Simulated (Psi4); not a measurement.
# C4F6 (SMILES FC1=C(F)C(F)(F)C1(F)F): BHLYP/def2-SVP

Aim: the vertical ionisation energy of C4F6 at BHLYP/def2-SVP, from 2 runs. 

The results are computed with Psi4 1.11.

### Step 1. The system as given

The species is C4F6 (10 atoms), meant as a singlet with charge 0. SMILES: `FC1=C(F)C(F)(F)C1(F)F`. The coordinates come from a PBE0-D4/def2-TZVP relaxation.

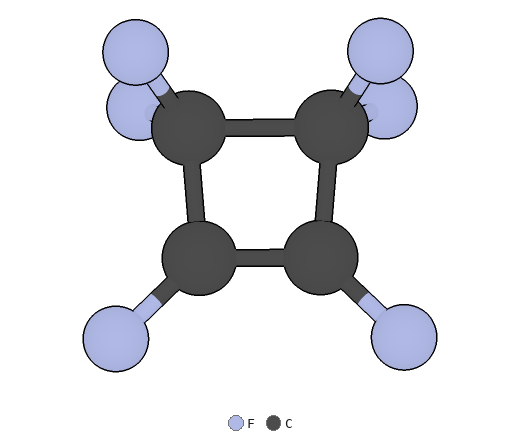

Viewed from a chosen angle; fluorine light blue, carbon dark grey.

### Step 2. Energy and forces at BHLYP/def2-SVP

The input, input.dat:

```
memory 2200 MB

molecule mol {
  F     -0.072120    -2.316230     0.763630
  C     -0.087540    -1.109800     0.277030
  C     -0.606330    -0.538520    -0.811440
  F     -1.305940    -0.957560    -1.825060
  C     -0.097240     0.828870    -0.479530
  F     -1.021680     1.768480    -0.236800
  F      0.801770     1.353470    -1.323900
  C      0.512470     0.157580     0.799350
  F      0.026610     0.614420     1.961950
  F      1.849980     0.199290     0.874760
  symmetry c1
  no_reorient
  no_com
}

set {
  basis def2-SVP
  reference rks
  puream true
  e_convergence 1e-09
  d_convergence 1e-08
  scf_type pk
  dft_radial_points 99
  dft_spherical_points 590
}

energy_value, wavefunction = gradient('bhhlyp', return_wfn=True)
oeprop(wavefunction, 'MAYER_INDICES', 'LOWDIN_CHARGES', 'DIPOLE', title='BHHLYP')
```

Run with:

```sh
$ psi4 -i input.dat -o output.dat -n 1
```

output.dat:

```text
[...]
  Running in c1 symmetry.
[...]
  Nuclear repulsion =  597.085670725321961
[...]
  Multiplicity = 1
[...]
  Nalpha       = 39
  Nbeta        = 39
[...]
    Number of basis functions: 140
[...]
   @RKS iter   1:  -750.41158003521798    7.97613e-02   3.77587e-03 DIIS/ADIIS
[...]
   @RKS iter  11:  -750.50633357987647    1.47793e-12   1.44295e-09 DIIS
[...]
    Orbital Energies [Eh]
    ---------------------
    Doubly Occupied:
       1A    -25.386644     2A    -25.386483     3A    -25.354442
       4A    -25.354423     5A    -25.354329     6A    -25.354308
       7A    -10.813514     8A    -10.813353     9A    -10.747325
      10A    -10.746253    11A     -1.455236    12A     -1.442519
      13A     -1.441166    14A     -1.432562    15A     -1.381250
      16A     -1.371143    17A     -1.067920    18A     -0.829645
      19A     -0.818975    20A     -0.741720    21A     -0.734253
      22A     -0.712995    23A     -0.702367    24A     -0.676327
      25A     -0.667135    26A     -0.663131    27A     -0.634408
      28A     -0.612169    29A     -0.598813    30A     -0.594135
      31A     -0.584699    32A     -0.568023    33A     -0.549508
      34A     -0.538160    35A     -0.523940    36A     -0.517236
[...]
  @RKS Final Energy:  -750.50633357987647
   => Energetics <=
    Nuclear Repulsion Energy =            597.0856707253219611
    One-Electron Energy =               -2226.8210449493976739
    Two-Electron Energy =                 922.9133813392154480
    DFT Exchange-Correlation Energy =     -43.6843406950162034
    Empirical Dispersion Energy =           0.0000000000000000
    VV10 Nonlocal Energy =                  0.0000000000000000
    Total Energy =                       -750.5063335798764683
[...]
  -Total Gradient:
     Atom            X                  Y                   Z
    ------   -----------------  -----------------  -----------------
       1        0.000117365024    -0.006793483364     0.002792544310
       2        0.001603161555     0.002097325680     0.001899653280
       3        0.000613326232     0.003184209540    -0.000187277593
       4       -0.003945770661    -0.002311257949    -0.005741544998
       5       -0.002046907295    -0.007798071607    -0.000435348218
       6       -0.007985336176     0.008649058434     0.001069246026
       7        0.007069979614     0.005220565579    -0.007900944333
       8       -0.003724389251    -0.005928925973    -0.004021713958
       9       -0.003371836789     0.003566226398     0.010754612208
      10        0.011681153681     0.000139956166     0.001779034176
[...]
 Multipole Moments:
 ------------------------------------------------------------------------------------
     Multipole            Electronic (a.u.)      Nuclear  (a.u.)        Total (a.u.)
 ------------------------------------------------------------------------------------
 L = 1.  Multiply by 2.5417464519 to convert [e a0] to [Debye]
 Dipole X            :         -1.7794439            1.5793197           -0.2001242
 Dipole Y            :         -4.2276777            3.7522591           -0.4754186
 Dipole Z            :         -1.3705393            1.2163789           -0.1541604
 Magnitude           :                                                    0.5383660
[...]
```

Run time: 57 s. Hardware: 1 thread of AMD EPYC 7R43 (Zen 3), shared host; peak memory 1.1 GiB.

### Step 3. The doublet cation at the same level

The input, c4f6.dat:

```
memory 2.2 GB

molecule {
  1 2
  F     -0.072120    -2.316230     0.763630
  C     -0.087540    -1.109800     0.277030
  C     -0.606330    -0.538520    -0.811440
  F     -1.305940    -0.957560    -1.825060
  C     -0.097240     0.828870    -0.479530
  F     -1.021680     1.768480    -0.236800
  F      0.801770     1.353470    -1.323900
  C      0.512470     0.157580     0.799350
  F      0.026610     0.614420     1.961950
  F      1.849980     0.199290     0.874760
  symmetry c1
}

set basis def2-SVP
set reference uks
set puream true
set e_convergence 1e-09
set d_convergence 1e-08
set scf_type pk
set dft_radial_points 99
set dft_spherical_points 590
set maxiter 100

e_tot, wfn = gradient('bhhlyp', return_wfn=True)
oeprop(wfn, 'MAYER_INDICES', 'LOWDIN_CHARGES', 'QUADRUPOLE', title='BHHLYP')
```

Run with:

```sh
$ psi4 -n 1 c4f6.dat c4f6.out
```

c4f6.out, shortened:

```text
[...]
  Running in c1 symmetry.
[...]
  Nuclear repulsion =  597.085670725321961
[...]
  Multiplicity = 2
[...]
  Nalpha       = 39
  Nbeta        = 38
[...]
    Number of basis functions: 140
[...]
   @UKS iter   1:  -749.97583465516732    5.15507e-01   3.78614e-03 ADIIS/DIIS
[...]
   @UKS iter  13:  -750.08063688411119   -5.79803e-12   7.48373e-09 DIIS
[...]
   @S^2 Observed:                7.535704940E-01
[...]
  @UKS Final Energy:  -750.08063688411119
   => Energetics <=
    Nuclear Repulsion Energy =            597.0856707253219611
    One-Electron Energy =               -2207.9464667864299372
    Two-Electron Energy =                 904.2210813671664482
    DFT Exchange-Correlation Energy =     -43.4409221901696085
    Empirical Dispersion Energy =           0.0000000000000000
    VV10 Nonlocal Energy =                  0.0000000000000000
    Total Energy =                       -750.0806368841111862
[...]
  -Total Gradient:
     Atom            X                  Y                   Z
    ------   -----------------  -----------------  -----------------
       1        0.004294252827    -0.057992095059     0.029347197652
       2       -0.032085385398     0.111228105139    -0.096283804341
       3        0.075740573888    -0.007503546437     0.129913650603
       4       -0.034928755746    -0.014796383021    -0.052944754439
       5       -0.012730824004    -0.072159454734     0.006216014797
       6       -0.015035669613     0.033386031722     0.002421232885
       7        0.019187822126     0.025595369156    -0.017976998611
       8       -0.036834742305    -0.045601611961    -0.044401924941
       9       -0.000908082684     0.017830330263     0.032061317451
      10        0.033311790079     0.010039413570     0.011656509244
[...]
 Multipole Moments:
[...]
```

Run time: 86 s. Hardware: 1 thread of AMD EPYC 7R43 (Zen 3), shared host; peak memory 1.1 GiB.

### Step 4. Outcome

Level: BHLYP/def2-SVP.

| quantity | value |
| --- | --- |
| singlet C4F6: total energy | -750.50633 Eh |
| singlet C4F6: dipole moment | 1.37 D |
| singlet C4F6: HOMO energy | -10.29 eV |
| singlet C4F6: LUMO energy | 0.25 eV |
| singlet C4F6: HOMO–LUMO gap | 10.53 eV |
| singlet C4F6: largest force on an atom | 0.608 eV/Å |
| doublet cation: total energy | -750.08064 Eh |
| doublet cation: HOMO energy (highest over α and β) | -17.80 eV |
| doublet cation: LUMO energy (lowest over α and β) | -12.88 eV |
| doublet cation: ⟨S²⟩ | 0.754 |
| doublet cation: largest force on an atom | 7.743 eV/Å |
| vertical ionisation energy (to the doublet cation) | 11.584 eV |

In words: Removing an electron at fixed nuclei costs 11.58 eV (1118 kJ/mol). The largest force (singlet C4F6) is 0.61 eV/Å: the shape isn't a stationary point for this species at this level. The negative HOMO energy of the first species, 10.29 eV, lies 1.30 eV below that difference.
